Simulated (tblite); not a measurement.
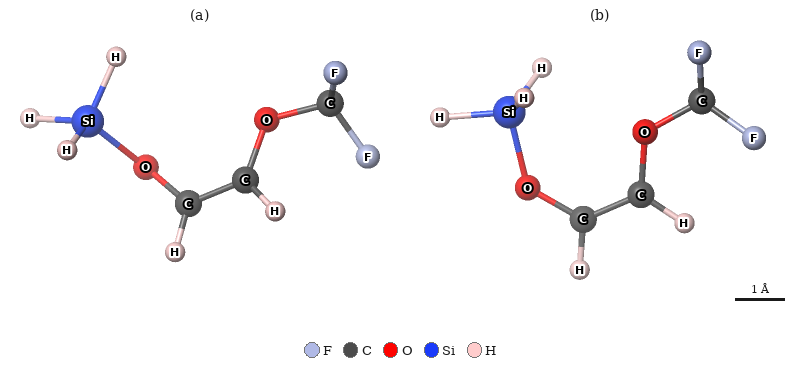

The structure of C₃H₅F₂O₂Si (multiplicity 2) before (left) and after (right) a relaxation, at one scale.

A ball-and-stick model, seen face on.

The calculation used GFN2-xTB geometry optimisation, gas phase (tblite 0.8.0). 

Q: Describe what moved and what it gained.

A: The atom that moves furthest after the best rigid fit is an H atom (1.62 Å). By element the largest moves are H 1.62 Å, F 0.86 Å, O 0.80 Å, C 0.65 Å, Si 0.49 Å. Near-neighbour distances that change, for instance: O–Si 1.744 → 1.649 Å, C–O 1.392 → 1.323 Å, C–O 1.400 → 1.339 Å, C–O 1.379 → 1.355 Å. Bond angles that change, for instance: C–O–Si 117.6° → 131.9°, O–Si–H 107.6° → 96.7°, F–C–O 108.3° → 115.8°. Groups turn about C–O by about 95°, C–O by about 65°, O–Si by about 30°. Over 139 geometry steps the energy falls by 21.2 kcal/mol. The run took 0.67 s on 1 thread of Arm Neoverse V2 (shared host).
